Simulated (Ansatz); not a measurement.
# BFH2S: two geometries relaxed

Aim: relax the geometries before and after the shift of H5 from S3 to B2, and see whether they are two minima and how far apart in energy. SMILES of the start: FBS.

Method: RKS PBE-D4/def2-SVPD, in Ansatz 0.2.0.

**1. Starting point**

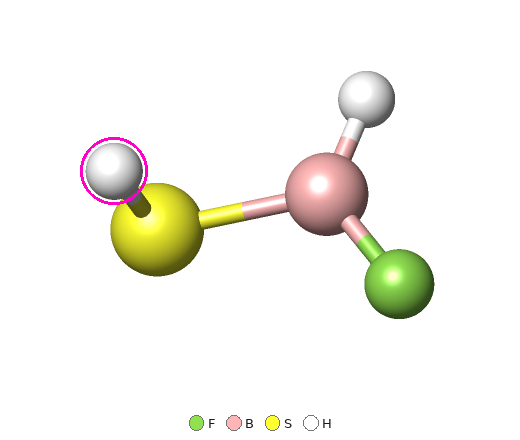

Start, viewed from a chosen angle; fluorine green, boron pink, sulfur yellow, hydrogen white. Ringed: H5.

Structure file:

```xyz
5

F    -1.3056   -0.3844   -1.0407
B    -0.3737   -0.4569   -0.0025
S     1.3249    0.2496   -0.2640
H    -0.5769   -0.9738    1.0119
H     0.9812    1.4919    0.2539
```

**2. Relaxing end A**

input.yaml

```yaml
crystal:
  periodic: [false, false, false]
  atoms:
    - { symbol: F, position_ang: [-1.3056, -0.3844, -1.0407] }
    - { symbol: B, position_ang: [-0.3737, -0.4569, -0.0025] }
    - { symbol: S, position_ang: [1.3249, 0.2496, -0.264] }
    - { symbol: H, position_ang: [-0.5769, -0.9738, 1.0119] }
    - { symbol: H, position_ang: [0.9812, 1.4919, 0.2539] }
basis:
  gaussian: { orbitals: def2-SVPD }
hamiltonian:
  xc: pbe
  dispersion: d4
relax:
  f_tol: 0.02
  max_steps: 50
```

Command:

```sh
ansatz run input.yaml --threads 2 --pin off --max-ram 3072MiB --backend cpu --events-out ev --progress --plain --runs-dir out
```

Output:

```text
Warning: RAYON_NUM_THREADS=2 ignored (pool sized by the plan → 2); use --threads N
The last accepted step is kept in <dir> (removed where the run ends without a failure and the disk answers)
Engine: ansatz 0.2.0, aarch64-unknown-linux-gnu
Functional definition: PBE
  parameter kappa = 0.804
  parameter beta = 0.06672455060314922
  exchange = pbe_x(kappa = kappa, mu = beta*pi^2/3)
  correlation = pbe_c(beta = beta)
742 factors; their error is unknown
mean field evaluation 1: about -14246.7277 eV, gradient 2.8e1 eV
mean field evaluation 2: about -14243.3915 eV, gradient 5.5e1 eV
mean field evaluation 4: about -14248.3729 eV, gradient 1.8e0 eV
mean field evaluation 8: about -14248.3811 eV, gradient 2.6e-2 eV
mean field evaluation 16: about -14248.3642 eV, gradient 5.8e-5 eV
mean field -14248.36419838 eV, -523.6177264022 hartree, gradient 5.8e-5 eV, S^2 0.000000; 0 other end points of the search recorded, 0 dependent functions left out
the calculation of the forces begins
reference -14248.36424669 eV, -523.6177281775 hartree; 16, 16 occupied and 70, 70 virtual orbitals, 742 factors
relax step   1: F+E_penalty+E_count = -14248.43050219 eV  Δ(F+E_penalty+E_count) = +0.000e0 eV  max|allowed force component| = 2.559e0 eV/Å  Δτ_max = 0.0000 Å  (25 SCF iters, accepted)
these checks for a lower state are left out or cut short: starts, cluster_reference, orbital_swaps, neighbouring_geometries, increment
742 factors; their error is unknown
mean field -14248.50240161 eV, -523.6228052773 hartree, gradient 1.3e-5 eV, S^2 0.000000; 0 other end points of the search recorded, 0 dependent functions left out
the calculation of the forces begins
reference -14248.50244964 eV, -523.6228070423 hartree; 16, 16 occupied and 70, 70 virtual orbitals, 742 factors
relax step   2: F+E_penalty+E_count = -14248.56891957 eV  Δ(F+E_penalty+E_count) = -1.384e-1 eV  max|allowed force component| = 1.161e0 eV/Å  Δτ_max = 0.0595 Å  (28 SCF iters, accepted)
these checks for a lower state are left out or cut short: starts, cluster_reference, orbital_swaps, neighbouring_geometries, increment
742 factors; their error is unknown
mean field -14248.49852291 eV, -523.6226627378 hartree, gradient 1.5e-5 eV, S^2 0.000000; 0 other end points of the search recorded, 0 dependent functions left out
the calculation of the forces begins
reference -14248.49857077 eV, -523.6226644966 hartree; 16, 16 occupied and 70, 70 virtual orbitals, 742 factors
relax step   3: F+E_penalty+E_count = -14248.56531303 eV  Δ(F+E_penalty+E_count) = +3.607e-3 eV  max|allowed force component| = 7.884e-1 eV/Å  Δτ_max = 0.0874 Å  (29 SCF iters, rejected (line search))
these checks for a lower state are left out or cut short: starts, cluster_reference, orbital_swaps, neighbouring_geometries, increment
742 factors; their error is unknown
mean field evaluation 32: about -14248.5572 eV, gradient 5.6e-2 eV
mean field -14248.53978031 eV, -523.6241789191 hartree, gradient 2.7e-5 eV, S^2 0.000000; 0 other end points of the search recorded, 0 dependent functions left out
the calculation of the forces begins
reference -14248.53982828 eV, -523.6241806822 hartree; 16, 16 occupied and 70, 70 virtual orbitals, 742 factors
relax step   4: F+E_penalty+E_count = -14248.60640780 eV  Δ(F+E_penalty+E_count) = -3.749e-2 eV  max|allowed force component| = 1.376e-1 eV/Å  Δτ_max = 0.0425 Å  (27 SCF iters, accepted)
these checks for a lower state are left out or cut short: starts, cluster_reference, orbital_swaps, neighbouring_geometries, increment
742 factors; their error is unknown
mean field -14248.58572435 eV, -523.6258673314 hartree, gradient 1.0e-5 eV, S^2 0.000000; 0 other end points of the search recorded, 0 dependent functions left out
the calculation of the forces begins
reference -14248.58577233 eV, -523.6258690949 hartree; 16, 16 occupied and 70, 70 virtual orbitals, 742 factors
relax step   5: F+E_penalty+E_count = -14248.65239426 eV  Δ(F+E_penalty+E_count) = -4.599e-2 eV  max|allowed force component| = 5.018e-1 eV/Å  Δτ_max = 0.0975 Å  (33 SCF iters, accepted)
these checks for a lower state are left out or cut short: starts, cluster_reference, orbital_swaps, neighbouring_geometries, increment
742 factors; their error is unknown
mean field -14248.70320105 eV, -523.6301845207 hartree, gradient 1.3e-5 eV, S^2 0.000000; 0 other end points of the search recorded, 0 dependent functions left out
the calculation of the forces begins
reference -14248.70324901 eV, -523.6301862832 hartree; 16, 16 occupied and 70, 70 virtual orbitals, 742 factors
relax step   6: F+E_penalty+E_count = -14248.76985110 eV  Δ(F+E_penalty+E_count) = -1.175e-1 eV  max|allowed force component| = 7.261e-1 eV/Å  Δτ_max = 0.1500 Å  (32 SCF iters, accepted)
these checks for a lower state are left out or cut short: starts, cluster_reference, orbital_swaps, neighbouring_geometries, increment
742 factors; their error is unknown
mean field -14248.85531265 eV, -523.6357745189 hartree, gradient 9.1e-6 eV, S^2 0.000000; 0 other end points of the search recorded, 0 dependent functions left out
the calculation of the forces begins
reference -14248.85536049 eV, -523.6357762770 hartree; 16, 16 occupied and 70, 70 virtual orbitals, 742 factors
relax step   7: F+E_penalty+E_count = -14248.92187878 eV  Δ(F+E_penalty+E_count) = -1.520e-1 eV  max|allowed force component| = 1.149e0 eV/Å  Δτ_max = 0.1950 Å  (32 SCF iters, accepted)
these checks for a lower state are left out or cut short: starts, cluster_reference, orbital_swaps, neighbouring_geometries, increment
742 factors; their error is unknown
mean field evaluation 64: about -14248.9858 eV, gradient 6.5e-3 eV
mean field -14248.96830411 eV, -523.6399268783 hartree, gradient 8.7e-6 eV, S^2 0.000000; 0 other end points of the search recorded, 0 dependent functions left out
the calculation of the forces begins
reference -14248.96835193 eV, -523.6399286359 hartree; 16, 16 occupied and 70, 70 virtual orbitals, 742 factors
relax step   8: F+E_penalty+E_count = -14249.03487293 eV  Δ(F+E_penalty+E_count) = -1.130e-1 eV  max|allowed force component| = 1.595e0 eV/Å  Δτ_max = 0.1950 Å  (32 SCF iters, accepted)
these checks for a lower state are left out or cut short: starts, cluster_reference, orbital_swaps, neighbouring_geometries, increment
742 factors; their error is unknown
mean field -14249.10621416 eV, -523.6449949792 hartree, gradient 9.3e-6 eV, S^2 0.000000; 0 other end points of the search recorded, 0 dependent functions left out
the calculation of the forces begins
reference -14249.10626215 eV, -523.6449967429 hartree; 16, 16 occupied and 70, 70 virtual orbitals, 742 factors
relax step   9: F+E_penalty+E_count = -14249.17315291 eV  Δ(F+E_penalty+E_count) = -1.383e-1 eV  max|allowed force component| = 1.651e-1 eV/Å  Δτ_max = 0.1483 Å  (34 SCF iters, accepted)
these checks for a lower state are left out or cut short: starts, cluster_reference, orbital_swaps, neighbouring_geometries, increment
742 factors; their error is unknown
mean field -14249.10910274 eV, -523.6451011325 hartree, gradient 8.4e-6 eV, S^2 0.000000; 0 other end points of the search recorded, 0 dependent functions left out
the calculation of the forces begins
reference -14249.10915065 eV, -523.6451028934 hartree; 16, 16 occupied and 70, 70 virtual orbitals, 742 factors
relax step  10: F+E_penalty+E_count = -14249.17602304 eV  Δ(F+E_penalty+E_count) = -2.870e-3 eV  max|allowed force component| = 8.628e-2 eV/Å  Δτ_max = 0.0174 Å  (29 SCF iters, accepted)
these checks for a lower state are left out or cut short: starts, cluster_reference, orbital_swaps, neighbouring_geometries, increment
742 factors; their error is unknown
mean field -14249.10994490 eV, -523.6451320816 hartree, gradient 8.1e-6 eV, S^2 0.000000; 0 other end points of the search recorded, 0 dependent functions left out
the calculation of the forces begins
reference -14249.10999276 eV, -523.6451338404 hartree; 16, 16 occupied and 70, 70 virtual orbitals, 742 factors
relax step  11: F+E_penalty+E_count = -14249.17685642 eV  Δ(F+E_penalty+E_count) = -8.334e-4 eV  max|allowed force component| = 7.046e-2 eV/Å  Δτ_max = 0.0192 Å  (28 SCF iters, accepted)
these checks for a lower state are left out or cut short: starts, cluster_reference, orbital_swaps, neighbouring_geometries, increment
742 factors; their error is unknown
mean field evaluation 96: about -14249.1101 eV, gradient 1.6e-4 eV
mean field -14249.11008068 eV, -523.6451370712 hartree, gradient 9.1e-6 eV, S^2 0.000000; 0 other end points of the search recorded, 0 dependent functions left out
the calculation of the forces begins
reference -14249.11012855 eV, -523.6451388304 hartree; 16, 16 occupied and 70, 70 virtual orbitals, 742 factors
relax step  12: F+E_penalty+E_count = -14249.17700531 eV  Δ(F+E_penalty+E_count) = -1.489e-4 eV  max|allowed force component| = 4.061e-2 eV/Å  Δτ_max = 0.0042 Å  (29 SCF iters, accepted)
these checks for a lower state are left out or cut short: starts, cluster_reference, orbital_swaps, neighbouring_geometries, increment
742 factors; their error is unknown
mean field -14249.11015759 eV, -523.6451398977 hartree, gradient 9.2e-6 eV, S^2 0.000000; 0 other end points of the search recorded, 0 dependent functions left out
the calculation of the forces begins
reference -14249.11020546 eV, -523.6451416568 hartree; 16, 16 occupied and 70, 70 virtual orbitals, 742 factors
relax step  13: F+E_penalty+E_count = -14249.17708617 eV  Δ(F+E_penalty+E_count) = -8.087e-5 eV  max|allowed force component| = 1.808e-3 eV/Å  Δτ_max = 0.0025 Å  (30 SCF iters, accepted)
742 factors; their error is unknown
mean field -14249.11015759 eV, -523.6451398977 hartree, gradient 9.3e-6 eV, S^2 0.000000; 1 other end points of the search recorded, 0 dependent functions left out
the calculation of the forces begins
reference -14249.11020546 eV, -523.6451416568 hartree; 16, 16 occupied and 70, 70 virtual orbitals, 742 factors
Total energy: -14249.17713404 eV, -523.6476012368 hartree
Atom 0 at    -1.131929    -0.909952    -1.082579 Å, force    -0.000313    -0.000180    -0.001560 eV/Å
Atom 1 at    -0.417593    -0.338654    -0.101949 Å, force    -0.001170    -0.001158     0.001190 eV/Å
Atom 2 at     0.983178     0.693594    -0.591910 Å, force    -0.000936    -0.000585     0.000954 eV/Å
Atom 3 at    -0.726564    -0.528256     1.052416 Å, force     0.001808     0.001450    -0.000922 eV/Å
Atom 4 at     1.342809     1.009668     0.682622 Å, force     0.000611     0.000473     0.000339 eV/Å
Dipole moment:     0.144401     0.118107     0.269979 e Å
```

It took 14 s on 2 threads of Arm Neoverse V1, shared host; peak memory 0.13 GiB.

The steps of the relaxation:

```
step  energy from step 1 (eV)  largest force component (eV/Å)
   1                   0.0000                          2.5585
   2                  -0.1384                          1.1608
  3x                  -0.1348                          0.7884
   4                  -0.1759                          0.1376
   5                  -0.2219                          0.5018
   6                  -0.3393                          0.7261
   7                  -0.4914                          1.1495
   8                  -0.6044                          1.5953
   9                  -0.7427                          0.1651
  10                  -0.7455                          0.0863
  11                  -0.7464                          0.0705
  12                  -0.7465                          0.0406
  13                  -0.7466                          0.0018
```

Step 1 is the start. 1 step was tried and not accepted (marked x).

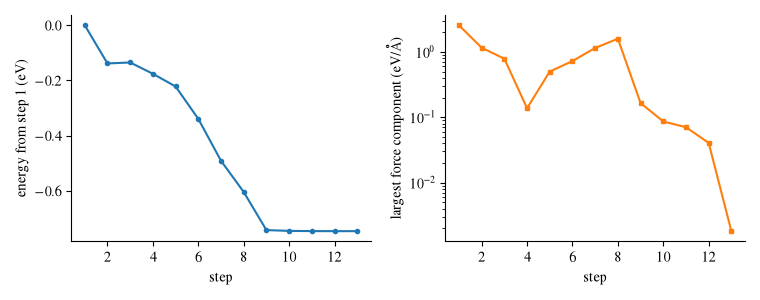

Energy and largest force along the relaxation.

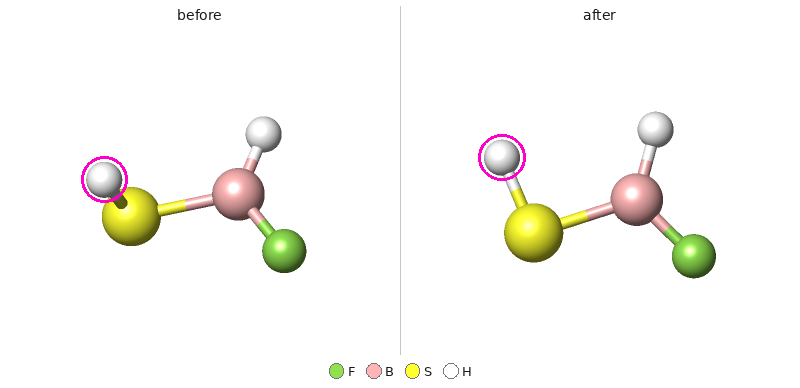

The structure before (left) and after (right), drawn at the same scale.

After: Bond lengths: F1–B2 1.341 Å, B2–S3 1.808 Å, B2–H4 1.210 Å, S3–H5 1.361 Å. Angles: F1–B2–S3 117.2°, F1–B2–H4 119.7°, S3–B2–H4 123.1°, B2–S3–H5 94.8°.

(Part 1 of 2 ends here.)
